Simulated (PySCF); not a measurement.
**C5H11BF2Si (SMILES CB(C)[Si]1(C(F)F)CC1): density, localisation and related maps**

Input file:

```
{"job": {"kind": "nmr", "xc": "PBE0", "basis": "pcSseg-1"}, "charge": 0, "multiplicity": 1}
C     -2.109646     1.290378    -0.304975
B     -1.295662    -0.017465     0.011748
C     -2.054190    -1.347201     0.383565
Si     0.631603     0.033470    -0.026391
C      1.506880     1.735464    -0.398347
F      1.115973     2.210572    -1.620007
F      1.096371     2.682315     0.500532
C      1.848406    -1.351069    -0.523799
C      1.867163    -1.036404     0.961148
H     -3.184122     1.206348    -0.158876
H     -1.756164     2.137607     0.283543
H     -1.945441     1.586107    -1.343026
H     -2.987009    -1.471011    -0.163997
H     -2.334180    -1.298790     1.437864
H     -1.464541    -2.252956     0.261726
H      2.604753     1.746116    -0.389938
H      2.745721    -1.116304    -1.077169
H      1.451483    -2.316911    -0.797160
H      2.777118    -0.603095     1.349692
H      1.480335    -1.806490     1.610833
```

Command:

```sh
OMP_NUM_THREADS=1 python probes_run.py task.json out
```

Geometry: GFN2-xTB.

These are results of PBE0/pcSseg-1, SCF density, gas phase, non-relativistic in PySCF 2.14.0, not measurements.

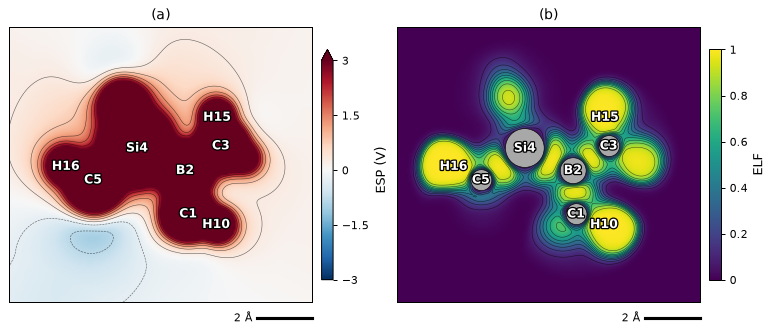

Figure 1. (a) molecular electrostatic potential; (b) ELF on the plane of atoms Si4, C5 and H16. Grey discs cover the atomic cores in the ELF map.

Q: Describe what can be read from this map.

A:
- Atoms in the plane: C, B, Si and H.
- C–B (1.57 Å): the ELF peaks at about 0.95 between the atoms, as expected for localised, covalent bonding.
- Si–B (1.93 Å): the ELF peaks at about 1 between the atoms; localised, covalent bonding.
- C–H (1.09 Å): the ELF climbs to about 1 towards the hydrogen, as it does in any bond to H; an ordinary covalent bond to hydrogen.
- C–Si (1.95 Å): the ELF peaks at about 1 between the atoms, as expected for a covalent bond.
- Outside the dense part of the molecule the potential is most negative (−1.0 V) near F7, which lies off the plane.

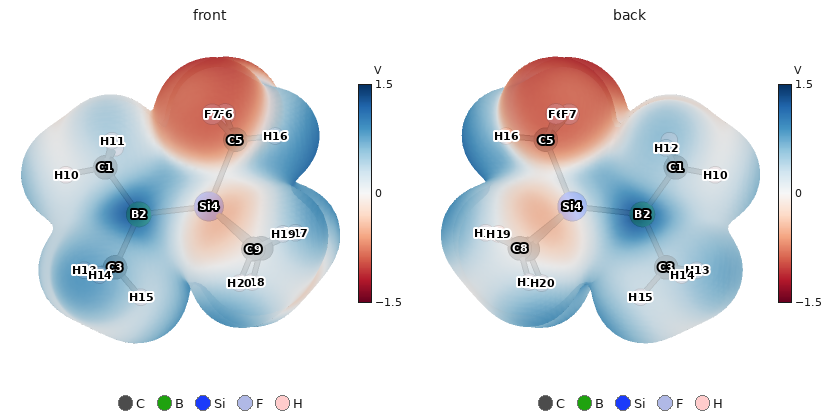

Figure 2. The electrostatic potential painted on the density surface at 0.002 e/bohr³, seen from the front and from behind; red is negative and blue positive.

Q: Which sites attract a positive test charge, and which a negative one?

A: A positive charge is drawn to the negative regions and a negative charge to the positive ones. The most negative region (about −1.1 V, or −25 kcal/mol for a unit charge) lies over F6 and F7, the most positive (about +1.2 V, or +28 kcal/mol for a unit charge) over B2.

Q: How polar is the molecule by this calculation?

A: Its dipole moment is 2.26 D.
